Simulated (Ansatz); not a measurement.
# Run report: Si$_{4}$H$_{9}$ClO$_{3}$, geometry relaxation (part 2 of 2)

Si$_{4}$H$_{9}$ClO$_{3}$; RKS PBE0-D4/def2-TZVP (Ansatz 0.2.0). 

Geometry of the input (Å):
```
Si -0.2894  -0.5389  -0.4327
O  -0.3281  0.8024  -1.3022
Si 0.3278  2.2164  -1.8111
O  -0.3585  -0.2722  1.1463
Si 0.2325  0.3775  2.5316
O  -1.5289  -1.4605  -0.8743
Si -2.3107  -2.8860  -0.6615
Cl 1.4381  -1.5824  -0.8562
H  -0.5784  2.7391  -2.8649
H  1.6703  1.9954  -2.4004
H  0.3947  3.2008  -0.7052
H  0.2982  1.8556  2.4454
H  1.5621  -0.1918  2.8571
H  -0.7239  0.0012  3.6037
H  -3.5726  -2.8281  -1.4364
H  -1.4662  -4.0025  -1.1552
H  -2.6118  -3.0931  0.7777
```

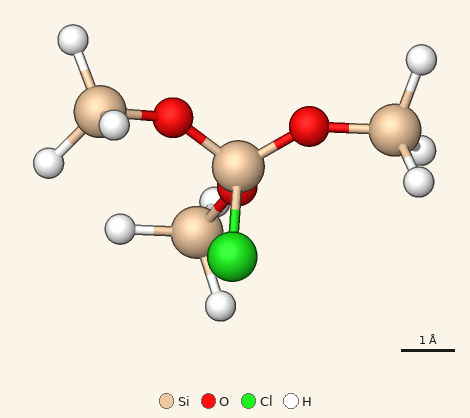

Fig. 1: The geometry at step 55 of the log (ball-and-stick view, seen at an oblique angle).

**What the program printed, continued**
```
relax step  47: F+E_penalty+E_count = -50310.26685646 eV  Δ(F+E_penalty+E_count) = +3.410e-3 eV  max|allowed force component| = 1.810e-1 eV/Å  Δτ_max = 0.0211 Å  (30 SCF iters, rejected (line search))
relax step  48: F+E_penalty+E_count = -50310.27032254 eV  Δ(F+E_penalty+E_count) = -5.617e-5 eV  max|allowed force component| = 4.971e-3 eV/Å  Δτ_max = 0.0106 Å  (31 SCF iters, accepted)
relax step  49: F+E_penalty+E_count = -50310.27044012 eV  Δ(F+E_penalty+E_count) = -1.176e-4 eV  max|allowed force component| = 1.260e-2 eV/Å  Δτ_max = 0.0669 Å  (29 SCF iters, accepted)
relax step  50: F+E_penalty+E_count = -50310.27046128 eV  Δ(F+E_penalty+E_count) = -2.116e-5 eV  max|allowed force component| = 2.747e-2 eV/Å  Δτ_max = 0.0440 Å  (29 SCF iters, accepted)
relax step  51: F+E_penalty+E_count = -50310.27051829 eV  Δ(F+E_penalty+E_count) = -5.702e-5 eV  max|allowed force component| = 1.603e-2 eV/Å  Δτ_max = 0.0033 Å  (24 SCF iters, accepted)
relax step  52: F+E_penalty+E_count = -50310.27061183 eV  Δ(F+E_penalty+E_count) = -9.353e-5 eV  max|allowed force component| = 4.542e-3 eV/Å  Δτ_max = 0.0105 Å  (30 SCF iters, accepted)
relax step  53: F+E_penalty+E_count = -50310.27074943 eV  Δ(F+E_penalty+E_count) = -1.376e-4 eV  max|allowed force component| = 1.271e-2 eV/Å  Δτ_max = 0.0508 Å  (29 SCF iters, accepted)
relax step  54: F+E_penalty+E_count = -50310.26870612 eV  Δ(F+E_penalty+E_count) = +2.043e-3 eV  max|allowed force component| = 1.489e-1 eV/Å  Δτ_max = 0.1711 Å  (28 SCF iters, rejected (line search))
relax step  55: F+E_penalty+E_count = -50310.26973854 eV  Δ(F+E_penalty+E_count) = +1.011e-3 eV  max|allowed force component| = 2.105e-1 eV/Å  Δτ_max = 0.0056 Å  (31 SCF iters, rejected (line search))
the calculation of the forces begins
reference -50309.77779007 eV, -1848.8502325929 hartree; 53, 53 occupied and 279, 279 virtual orbitals, 2189 factors
relax step  56: F+E_penalty+E_count = -50310.27076691 eV  Δ(F+E_penalty+E_count) = -1.748e-5 eV  max|allowed force component| = 3.377e-3 eV/Å  Δτ_max = 0.0027 Å  (23 SCF iters, accepted)
2189 factors; their error is unknown
mean field -50309.77773845 eV, -1848.8502306959 hartree, gradient 1.3e-5 eV, S^2 0.000000; 1 other end points of the search recorded, 0 dependent functions left out
the calculation of the forces begins
reference -50309.77779007 eV, -1848.8502325929 hartree; 53, 53 occupied and 279, 279 virtual orbitals, 2189 factors
Total energy: -50310.27081853 eV, -1848.8683510546 hartree
Atom 0 at    -0.386135    -0.402804    -0.285785 Å, force     0.000890     0.001194     0.002270 eV/Å
Atom 1 at    -0.517366     1.009916    -1.038161 Å, force    -0.001438    -0.001939    -0.000730 eV/Å
Atom 2 at     0.261319     2.147155    -1.931912 Å, force    -0.003319     0.003377     0.000119 eV/Å
Atom 3 at    -0.583161    -0.226423     1.301434 Å, force     0.001084    -0.001323    -0.001750 eV/Å
Atom 4 at     0.106719     0.360198     2.672432 Å, force    -0.002004    -0.000763     0.002276 eV/Å
Atom 5 at    -1.490601    -1.415277    -0.857242 Å, force    -0.000667     0.000519     0.000625 eV/Å
Atom 6 at    -2.123319    -2.928314    -0.770960 Å, force     0.002400    -0.001263    -0.001829 eV/Å
Atom 7 at     1.484638    -1.164665    -0.633682 Å, force     0.000294    -0.000004     0.000203 eV/Å
Atom 8 at    -0.737441     3.174064    -2.309720 Å, force    -0.001656     0.000578    -0.000578 eV/Å
Atom 9 at     0.841589     1.530380    -3.149885 Å, force     0.001466    -0.002119    -0.000762 eV/Å
Atom 10 at     1.340732     2.767885    -1.124117 Å, force     0.003179    -0.001552    -0.000521 eV/Å
Atom 11 at     0.745740     1.672434     2.397415 Å, force     0.000388    -0.000280     0.000384 eV/Å
Atom 12 at     1.127069    -0.596442     3.166191 Å, force     0.001285     0.001113    -0.000193 eV/Å
Atom 13 at    -0.966297     0.522165     3.681078 Å, force    -0.000257     0.000015     0.000362 eV/Å
Atom 14 at    -3.354649    -2.946446    -1.594458 Å, force    -0.000510     0.001032     0.000865 eV/Å
Atom 15 at    -1.144230    -3.909818    -1.299583 Å, force     0.000304     0.000296    -0.000261 eV/Å
Atom 16 at    -2.449557    -3.260980     0.638471 Å, force    -0.001440     0.001118    -0.000479 eV/Å
Dipole moment:    -0.067004     0.065299     0.075215 e Å
```

**Trajectory as extended XYZ (Å, eV, eV/Å), 6 of the 56 frames kept, from step=1 to step=56**
```
17
Properties=species:S:1:pos:R:3:forces:R:3 step=1 energy=-50310.23482
Si   -0.2894   -0.5389   -0.4327    0.1281  -0.6030  -0.2627
O    -0.3281    0.8024   -1.3022    0.1265   0.1814   0.1299
Si    0.3278    2.2164   -1.8111   -0.2388   0.0559  -0.3415
O    -0.3585   -0.2722    1.1463    0.1281   0.2181   0.0581
Si    0.2325    0.3775    2.5316   -0.2625  -0.2078   0.2643
O    -1.5289   -1.4605   -0.8743   -0.0187   0.1093   0.0384
Si   -2.3107   -2.8860   -0.6615   -0.0097  -0.0511  -0.0135
Cl    1.4381   -1.5824   -0.8562   -0.1582   0.2329   0.0992
H    -0.5784    2.7391   -2.8649    0.0429   0.0263   0.0335
H     1.6703    1.9954   -2.4004    0.0449  -0.0433   0.1000
H     0.3947    3.2008   -0.7052    0.0552  -0.0585   0.0999
H     0.2982    1.8556    2.4454    0.0629   0.0303  -0.1114
H     1.5621   -0.1918    2.8571    0.0531   0.0414  -0.1002
H    -0.7239    0.0012    3.6037    0.0456   0.0437  -0.0027
H    -3.5726   -2.8281   -1.4364    0.0015   0.0059   0.0034
H    -1.4662   -4.0025   -1.1552   -0.0023   0.0098   0.0036
H    -2.6118   -3.0931    0.7777    0.0014   0.0089   0.0017
17
Properties=species:S:1:pos:R:3:forces:R:3 step=12 energy=-50310.26594
Si   -0.3719   -0.5043   -0.3946   -0.0246   0.0141   0.0350
O    -0.4584    0.8570   -1.2425    0.0150   0.0013   0.0143
Si    0.3144    2.1942   -1.7984   -0.0077  -0.0154   0.0019
O    -0.5139   -0.2223    1.1861    0.0273   0.0068  -0.0415
Si    0.2210    0.3945    2.5195   -0.0084  -0.0076  -0.0029
O    -1.5470   -1.4827   -0.8743   -0.0054  -0.0156  -0.0021
Si   -2.2884   -2.9374   -0.6996    0.0186   0.0243  -0.0016
Cl    1.4440   -1.3840   -0.7351   -0.0016  -0.0014   0.0012
H    -0.5577    2.8324   -2.8111   -0.0040   0.0023  -0.0049
H     1.6125    1.8129   -2.4082   -0.0049   0.0019   0.0031
H     0.5499    3.1339   -0.6728    0.0038  -0.0040  -0.0021
H     0.4486    1.8507    2.3376    0.0046  -0.0016  -0.0043
H     1.5201   -0.2870    2.7433   -0.0034   0.0019  -0.0018
H    -0.6788    0.1671    3.6737   -0.0066  -0.0032   0.0058
H    -3.5435   -2.8981   -1.4855   -0.0022  -0.0008   0.0010
H    -1.4033   -4.0132   -1.2094    0.0025  -0.0031  -0.0021
H    -2.5926   -3.1808    0.7327   -0.0031   0.0002   0.0012
17
Properties=species:S:1:pos:R:3:forces:R:3 step=23 energy=-50310.26851
Si   -0.3820   -0.4414   -0.3586   -0.0036   0.0221   0.0072
O    -0.4826    0.9430   -1.1641    0.0094  -0.0007  -0.0097
Si    0.2866    2.1981   -1.8892    0.0073  -0.0011   0.0064
O    -0.5403   -0.1999    1.2250   -0.0045  -0.0152  -0.0135
Si    0.1819    0.3287    2.6011    0.0049   0.0077   0.0092
O    -1.5362   -1.4284   -0.8745   -0.0028  -0.0154   0.0101
Si   -2.2196   -2.9129   -0.7064    0.0074   0.0121  -0.0065
Cl    1.4498   -1.2867   -0.7078    0.0022   0.0011  -0.0004
H    -0.6885    2.8738   -2.7775    0.0055  -0.0028   0.0044
H     1.4400    1.7003   -2.6801   -0.0151   0.0042   0.0074
H     0.7668    3.1482   -0.8531   -0.0059  -0.0110  -0.0118
H     0.6398    1.7307    2.4217   -0.0021  -0.0110   0.0036
H     1.3443   -0.5357    2.9247   -0.0102   0.0066   0.0002
H    -0.8228    0.2605    3.6887    0.0107   0.0011  -0.0076
H    -3.4733   -2.9205   -1.4957    0.0011   0.0000   0.0019
H    -1.2908   -3.9514   -1.2170   -0.0021   0.0018  -0.0003
H    -2.5179   -3.1734    0.7243   -0.0022   0.0003  -0.0004
17
Properties=species:S:1:pos:R:3:forces:R:3 step=34 energy=-50310.26953 accepted=F
Si   -0.3907   -0.4159   -0.3063    0.0096  -0.0055   0.0063
O    -0.5155    0.9718   -1.1030    0.0012   0.0141  -0.0030
Si    0.2574    2.1723   -1.9133    0.0303   0.0304  -0.0132
O    -0.5764   -0.1918    1.2765    0.0015   0.0031   0.0009
Si    0.1491    0.3545    2.6455    0.0042   0.0051   0.0014
O    -1.5090   -1.4309   -0.8427   -0.0116  -0.0110  -0.0094
Si   -2.1583   -2.9361   -0.7552    0.0046   0.0051   0.0038
Cl    1.4708   -1.2062   -0.6388   -0.0022   0.0006  -0.0001
H    -0.7823    3.0486   -2.5092    0.0427  -0.0296   0.0183
H     1.1164    1.5959   -2.9814   -0.0385   0.0264   0.0424
H     1.0971    2.9556   -0.9666   -0.0380  -0.0343  -0.0440
H     0.8230    1.6516    2.3788   -0.0054  -0.0079   0.0029
H     1.1488   -0.6373    3.1126   -0.0053   0.0045  -0.0002
H    -0.9060    0.5343    3.6705    0.0064  -0.0014  -0.0048
H    -3.4002   -2.9364   -1.5631    0.0010  -0.0004  -0.0002
H    -1.1973   -3.9270   -1.2994   -0.0007   0.0007  -0.0001
H    -2.4720   -3.2702    0.6568    0.0003   0.0002  -0.0011
17
Properties=species:S:1:pos:R:3:forces:R:3 step=45 energy=-50310.27027
Si   -0.3994   -0.4060   -0.2970    0.0001   0.0002   0.0008
O    -0.5295    0.9880   -1.0831   -0.0009   0.0007   0.0030
Si    0.2602    2.1603   -1.9192   -0.0002  -0.0001   0.0012
O    -0.5906   -0.1940    1.2868    0.0030  -0.0005  -0.0004
Si    0.1306    0.3618    2.6546   -0.0024   0.0039  -0.0017
O    -1.5097   -1.4249   -0.8438   -0.0031  -0.0002  -0.0033
Si   -2.1393   -2.9390   -0.7629    0.0071  -0.0010   0.0032
Cl    1.4682   -1.1820   -0.6309   -0.0001  -0.0005  -0.0001
H    -0.7570    3.1223   -2.4038   -0.0002  -0.0001  -0.0010
H     0.9869    1.5654   -3.0676   -0.0005   0.0003  -0.0003
H     1.2223    2.8524   -1.0252    0.0013  -0.0011  -0.0007
H     0.8056    1.6563    2.3817    0.0010  -0.0003  -0.0005
H     1.1275   -0.6273    3.1323   -0.0010   0.0000   0.0005
H    -0.9275    0.5501    3.6743    0.0000  -0.0028   0.0011
H    -3.3752   -2.9547   -1.5797    0.0000   0.0000   0.0014
H    -1.1610   -3.9159   -1.3013   -0.0004   0.0000  -0.0027
H    -2.4568   -3.2800    0.6465   -0.0037   0.0016  -0.0002
17
Properties=species:S:1:pos:R:3:forces:R:3 step=56 energy=-50310.27077
Si   -0.3861   -0.4028   -0.2858    0.0009   0.0012   0.0023
O    -0.5174    1.0099   -1.0382   -0.0014  -0.0019  -0.0007
Si    0.2613    2.1472   -1.9319   -0.0033   0.0034   0.0001
O    -0.5832   -0.2264    1.3014    0.0011  -0.0013  -0.0018
Si    0.1067    0.3602    2.6724   -0.0020  -0.0008   0.0023
O    -1.4906   -1.4153   -0.8572   -0.0007   0.0005   0.0006
Si   -2.1233   -2.9283   -0.7710    0.0024  -0.0013  -0.0018
Cl    1.4846   -1.1647   -0.6337    0.0003   0.0000   0.0002
H    -0.7374    3.1741   -2.3097   -0.0017   0.0006  -0.0006
H     0.8416    1.5304   -3.1499    0.0015  -0.0021  -0.0008
H     1.3407    2.7679   -1.1241    0.0032  -0.0016  -0.0005
H     0.7457    1.6724    2.3974    0.0004  -0.0003   0.0004
H     1.1271   -0.5964    3.1662    0.0013   0.0011  -0.0002
H    -0.9663    0.5222    3.6811   -0.0003   0.0000   0.0004
H    -3.3546   -2.9464   -1.5945   -0.0005   0.0010   0.0009
H    -1.1442   -3.9098   -1.2996    0.0003   0.0003  -0.0003
H    -2.4496   -3.2610    0.6385   -0.0014   0.0011  -0.0005
```

**Results in brief**

| quantity | value |
| --- | --- |
| outcome | converged |
| total energy | −50310.2708 eV |
| mean-field energy | −50309.7778 eV |
| dispersion energy | −0.4930 eV |
| SCF solution under orbital rotations | stable |
| largest force (length of the vector) at the end | 0.005 eV/Å |
| dipole moment | 0.58 D |
| hardware | 4 CPU threads, shared host |
| wall time | 3.9 min (CPU time 3.9 min) |
| peak memory | 1.3 GiB |
